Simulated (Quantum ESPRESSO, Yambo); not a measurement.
# BP (F-43m): G0W0 in Yambo against the bands, part 2 of 2

Aim: move the bands of a G0W0 run on BP (F-43m) over a wide range.

Yambo 5.3.0; PBE and many-body steps on it, plane waves. Known limits of the many-body steps: not at the basis limit; coarse k mesh.

So far. Step 4 (73 bands): Against the run before, the gap moves by +0.051 eV.

### Step 5. 132 bands

Level of this step: G0W0 on PBE, plane waves, norm-conserving pseudopotentials (Yambo).

File gw4.in:

```
HF_and_locXC
gw0
dyson
ppa
em1d
rim_cut
RandQpts= 1000000
RandGvec= 1 RL
EXXRLvcs= 68 Ry
VXCRLvcs= 272 Ry
Chimod= "HARTREE"
% BndsRnXp
 1 | 132 |
%
NGsBlkXp= 15.5 Ry
% LongDrXp
 1 | 1 | 1 |
%
% GbndRnge
 1 | 132 |
%
DysSolver= "n"
ExtendOut
PPAPntXp= 27.21138 eV
% QPkrange
 1 | 1 | 3 | 6 |
 7 | 7 | 3 | 6 |
%
```

Launch:

```console
$ OMP_NUM_THREADS=1 mpirun -n 4 yambo -F gw4.in -J gw4 -C gw4 > gw4.log
```

The program printed:

```text
 Yambo, version 5.3.0

 [02] CORE Variables Setup
 =========================

  [... cell, symmetries and grids as in the set-up ...]

  [02.05] Energies & Occupations
  ==============================

  [X] === General ===
  [X] Electronic Temperature                        :  0.000000  0.000000 [eV K]
  [X] Bosonic    Temperature                        :  0.000000  0.000000 [eV K]
  [X] Finite Temperature mode                       : no
  [X] El. density                                   :  0.34242E+24 [cm-3]
[...]
QP @ state[ 1 ] b range                          :   3   6
   QP @ state[ 2 ] K range                          :   7   7
   QP @ state[ 2 ] b range                          :   3   6
   GF energies kind                                 : Perdew, Burke & Ernzerhof(X)+Perdew, Burke & Ernzerhof(C)
   GF WF`s kind                                     : Perdew, Burke & Ernzerhof(X)+Perdew, Burke & Ernzerhof(C)
   Xs energies kind                                 : Perdew, Burke & Ernzerhof(X)+Perdew, Burke & Ernzerhof(C)
   Xs WF`s kind                                     : Perdew, Burke & Ernzerhof(X)+Perdew, Burke & Ernzerhof(C)

 [11] Game Over & Game summary
```

Elapsed: 36 s, on 4 MPI ranks of Arm Neoverse V1, shared host; peak memory 1.3 GiB; 2.3 min of CPU time.

This step gave:

```
G0W0 gap on the points computed              : 2.058 eV
starting gap on the mesh                     : 1.347 eV
k of the valence top                         : 0, 0, 0
k of the conduction bottom                   : 0, -0.5, -0.5
least direct G0W0 gap on the computed points : 4.280 eV
```

Against the run before, the gap moves by +0.033 eV.

### Step 6. 201 bands

gw5.in, as its differences from gw4.in of step 5:

```diff
@@ -12,3 +12,3 @@
 % BndsRnXp
- 1 | 132 |
+ 1 | 201 |
 %
@@ -19,3 +19,3 @@
 % GbndRnge
- 1 | 132 |
+ 1 | 201 |
 %
```

Launch:

```console
$ OMP_NUM_THREADS=1 mpirun -n 4 yambo -F gw5.in -J gw5 -C gw5 > gw5.log
```

The program printed:

```text
 Yambo, version 5.3.0

 [02] CORE Variables Setup
 =========================

  [... cell, symmetries and grids as in the set-up ...]

  [02.05] Energies & Occupations
  ==============================

  [X] === General ===
  [X] Electronic Temperature                        :  0.000000  0.000000 [eV K]
  [X] Bosonic    Temperature                        :  0.000000  0.000000 [eV K]
  [X] Finite Temperature mode                       : no
  [X] El. density                                   :  0.34242E+24 [cm-3]
[...]
QP @ state[ 1 ] b range                          :   3   6
   QP @ state[ 2 ] K range                          :   7   7
   QP @ state[ 2 ] b range                          :   3   6
   GF energies kind                                 : Perdew, Burke & Ernzerhof(X)+Perdew, Burke & Ernzerhof(C)
   GF WF`s kind                                     : Perdew, Burke & Ernzerhof(X)+Perdew, Burke & Ernzerhof(C)
   Xs energies kind                                 : Perdew, Burke & Ernzerhof(X)+Perdew, Burke & Ernzerhof(C)
   Xs WF`s kind                                     : Perdew, Burke & Ernzerhof(X)+Perdew, Burke & Ernzerhof(C)

 [11] Game Over & Game summary
```

The job ended after 54 s (4 MPI ranks; peak memory 1.4 GiB).

This step gave:

| Item | Value |
| --- | --- |
| G0W0 gap on the points computed | 2.067 eV |
| starting gap on the mesh | 1.347 eV |
| k of the valence top | 0, 0, 0 |
| k of the conduction bottom | 0, -0.5, -0.5 |
| least direct G0W0 gap on the computed points | 4.284 eV |

Against the run before, the gap moves by +0.010 eV.

### Step 7. 279 bands

gw6.in, as its differences from gw5.in of step 6:

```diff
@@ -12,3 +12,3 @@
 % BndsRnXp
- 1 | 201 |
+ 1 | 279 |
 %
@@ -19,3 +19,3 @@
 % GbndRnge
- 1 | 201 |
+ 1 | 279 |
 %
```

Launch:

```console
$ OMP_NUM_THREADS=1 mpirun -n 4 yambo -F gw6.in -J gw6 -C gw6 > gw6.log
```

The program printed:

```text
 Yambo, version 5.3.0

 [02] CORE Variables Setup
 =========================

  [... cell, symmetries and grids as in the set-up ...]

  [02.05] Energies & Occupations
  ==============================

  [X] === General ===
  [X] Electronic Temperature                        :  0.000000  0.000000 [eV K]
  [X] Bosonic    Temperature                        :  0.000000  0.000000 [eV K]
  [X] Finite Temperature mode                       : no
  [X] El. density                                   :  0.34242E+24 [cm-3]
[...]
QP @ state[ 1 ] b range                          :   3   6
   QP @ state[ 2 ] K range                          :   7   7
   QP @ state[ 2 ] b range                          :   3   6
   GF energies kind                                 : Perdew, Burke & Ernzerhof(X)+Perdew, Burke & Ernzerhof(C)
   GF WF`s kind                                     : Perdew, Burke & Ernzerhof(X)+Perdew, Burke & Ernzerhof(C)
   Xs energies kind                                 : Perdew, Burke & Ernzerhof(X)+Perdew, Burke & Ernzerhof(C)
   Xs WF`s kind                                     : Perdew, Burke & Ernzerhof(X)+Perdew, Burke & Ernzerhof(C)

 [11] Game Over & Game summary
```

Elapsed: 72 s, on 4 MPI ranks; peak memory 1.5 GiB; 4.7 min of CPU time.

This step gave:

| Item | Value |
| --- | --- |
| G0W0 gap on the points computed | 2.071 eV |
| starting gap on the mesh | 1.347 eV |
| k of the valence top | 0, 0, 0 |
| k of the conduction bottom | 0, -0.5, -0.5 |
| least direct G0W0 gap on the computed points | 4.285 eV |

Against the run before, the gap moves by +0.003 eV.

### Step 8. The runs together

Times are wall times on 4 MPI ranks of Arm Neoverse V1, shared host, good to a factor of about two.

```tsv
run	mesh	bands	screening cutoff (eV)	DFT gap (eV)	gap on the mesh (eV)	direct (eV)	time
20 bands	4×4×4	20	210.9	1.347	1.945	4.277	7.9 s
38 bands	4×4×4	38	210.9	1.347	1.974	4.252	12 s
73 bands	4×4×4	73	210.9	1.347	2.025	4.267	21 s
132 bands	4×4×4	132	210.9	1.347	2.058	4.280	36 s
201 bands	4×4×4	201	210.9	1.347	2.067	4.284	54 s
279 bands	4×4×4	279	210.9	1.347	2.071	4.285	72 s
```

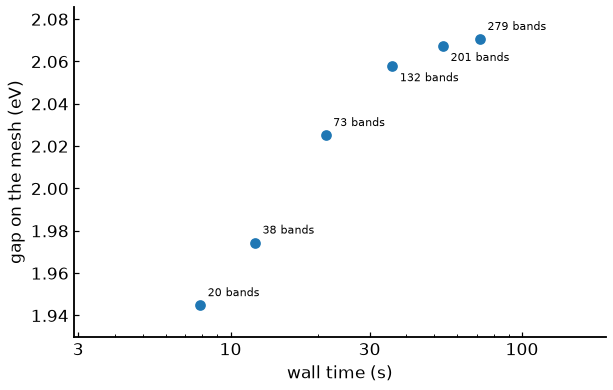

Result against wall time.

### Step 9. Outcome

```yaml
20_bands: 1.945 eV
38_bands: 1.974 eV
73_bands: 2.025 eV
132_bands: 2.058 eV
201_bands: 2.067 eV
279_bands: 2.071 eV
known_limits: not at the basis limit; coarse k mesh
```

What this shows: The setting moved: bands. From 20 bands to 279 bands the gap moves by +0.13 eV, for 9.1 times the time. It holds to 0.03 eV from 132 bands on. Bands and screening cutoff are coupled, so a series along one setting does not show full convergence. Bands and cutoff are finite, so the gap is not at the basis limit. The miss can reach some tenths of an eV and take either sign; the mesh is an error of its own. In the G0W0 runs levels were corrected at 2 k points alone, so a gap called «on the mesh» is the least over those, and an edge elsewhere would be missed. A denser mesh or path gives a starting gap of 1.26 eV: the GW mesh misses a band edge, so its gaps are not the fundamental one. The 4×4×4 mesh is coarse for this cell, which bears on the long-range parts of exchange and screening.

[Paths, hosts, dates, memory and timing lines, banners, echoed tables and standing remarks are left out of the program output.]

[Logs are printed without paths, hosts, clocks, repeated set-up lines and the standing remarks that a program may print on its own settings, such as how far it seeks lower states.]

[Runs of the session that timed out or met a known fault of the program may be left out.]

[Hosts, paths, dates, database ids (printed as entryN), source tags and the programs' standing remarks are cut or masked in the printed files.]
